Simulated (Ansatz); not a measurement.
# C2H6AlCl···H2: what the fields show

```xyz
12

Al   -0.1634    0.5134    0.1661
C     1.6572    0.1190    0.7682
C    -0.9020    0.0677   -1.5913
Cl   -1.3400    1.8019    1.4181
H    -0.9240   -1.5747    1.0252
H    -1.3134   -1.0570    1.4489
H     2.3499    0.9230    0.4362
H     1.7308    0.0691    1.8739
H     2.0449   -0.8326    0.3474
H    -2.0106    0.0269   -1.5836
H    -0.5168   -0.9010   -1.9755
H    -0.6126    0.8442   -2.3337
```

These are results of RKS PBE-D4/def2-SVP in Ansatz, not measurements.

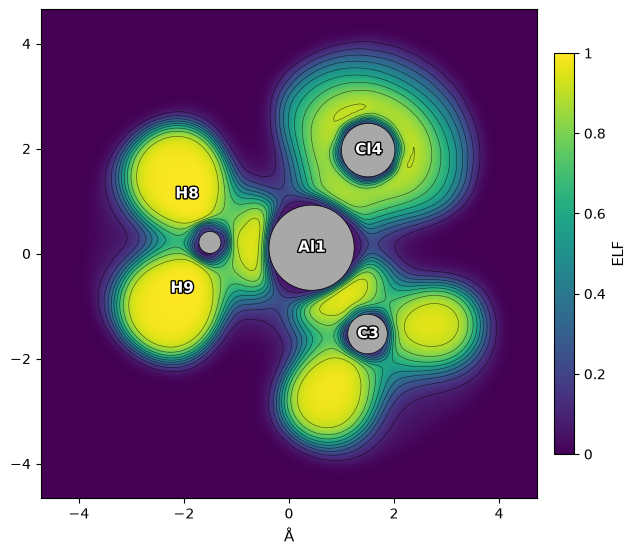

Figure 1. Electron localisation function on the plane of atoms C3, Al1 and Cl4. Grey discs cover the atomic cores.

**What do the fields say about this system?**

Atoms in the plane: Al, C, Cl and H. C–Al (1.96 Å): the ELF peaks at about 0.95 between the atoms (a polar covalent bond). Al–Cl (2.15 Å): the ELF peaks at about 0.85 in the valence shell of Cl, 0.9 Å from its nucleus, and is about 0.80 at the midpoint. The ELF also peaks beside Cl4, away from the bonds: lone-pair regions.

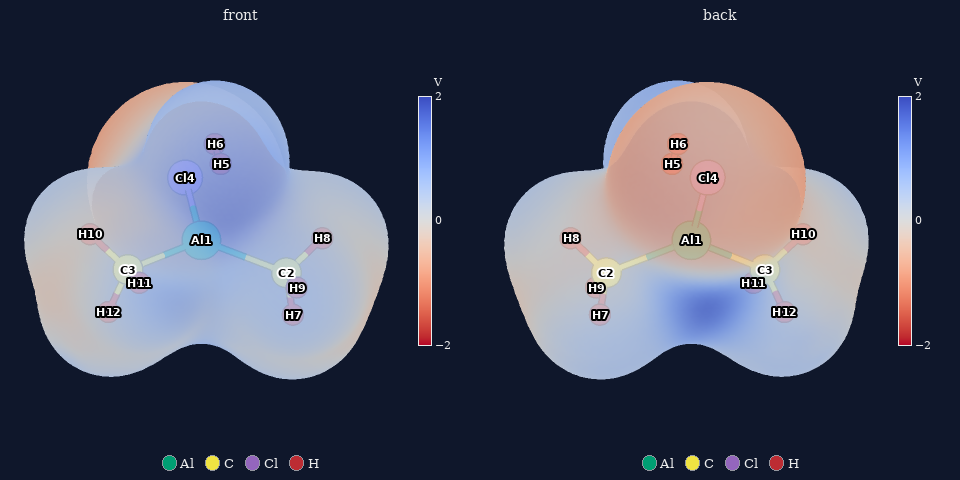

Figure 2. The electrostatic potential painted on the density surface at 0.001 e/bohr³, seen from the front and from behind; the colour scale runs from red (negative) to blue (positive).

**Describe the electrostatic potential map.**

The most negative region (about −0.8 V) lies over Cl4, the most positive (about +1.5 V) over Al1.

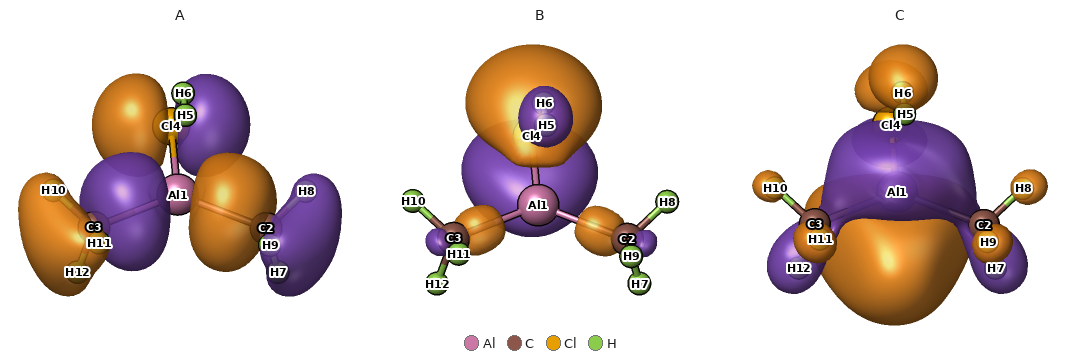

Figure 3. Three frontier orbitals at ±0.08 Å⁻³ᐟ² (orange and purple are the two phases), in no order.

**Order the three orbitals by energy and name them.**

B is the HOMO−1 (−7.30 eV). Its weight (Hirshfeld) is mainly on Cl4 (about 85 %) and Al1 (about 10 %); largely a lone pair of Cl4. A is the HOMO (−6.40 eV). It lies mainly on Cl4 (about 25 %), C2 (about 25 %), C3 (about 25 %) and Al1 (about 15 %). C is the LUMO (−0.68 eV). It lies mainly on Al1 (about 55 %), Cl4 (about 10 %), C2 (about 5 %) and C3 (about 5 %).

**What is the HOMO–LUMO gap?**

5.72 eV between the orbital energies.

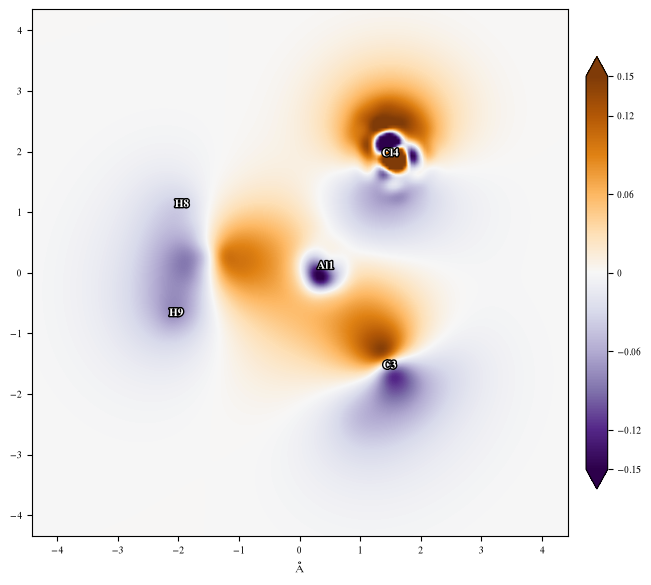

Figure 4. The HOMO−1 on the plane of atoms C3, Al1 and Cl4 (values in Å⁻³ᐟ²; the overall sign is arbitrary).

**Where does this orbital lie, and at what energy?**

It lies mainly on Cl4 (about 85 %) and Al1 (about 10 %); largely a lone pair of Cl4. Its energy is −7.30 eV.
